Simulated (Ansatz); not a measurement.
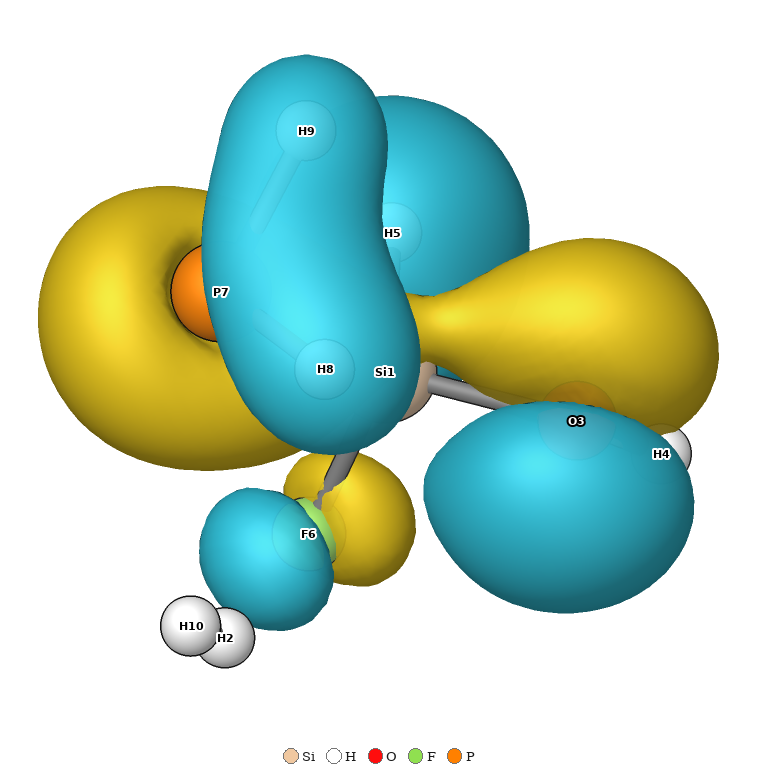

Figure. FH$_{4}$OPSi···H$_{2}$. The HOMO−1 at ±0.08 Å⁻³ᐟ² (yellow and cyan are the two phases), seen at an oblique angle.

Not at a stationary point (largest force 1.4 eV/Å).

These are results of RKS r2SCAN-D4/6-31G* in Ansatz 0.2.0, not measurements.

```xyz
10

Si    0.3827    0.4554   -0.3640
H     0.1895   -0.1734    2.2240
O     1.7345   -0.4523   -0.6566
H     1.6147   -1.2134   -1.2436
H    -0.2412    0.9643   -1.6198
F    -0.7606   -0.4851    0.2911
P     0.9211    2.1577    0.9217
H     2.1275    1.5673    1.3894
H     1.5605    2.8315   -0.1622
H     0.5285    0.2452    2.6826
```

Describe this orbital and give its energy.

By Hirshfeld shares it lies mainly on O3 (about 40 %), P7 (about 15 %), Si1 (about 15 %) and H5 (about 15 %). Its energy is −7.99 eV.
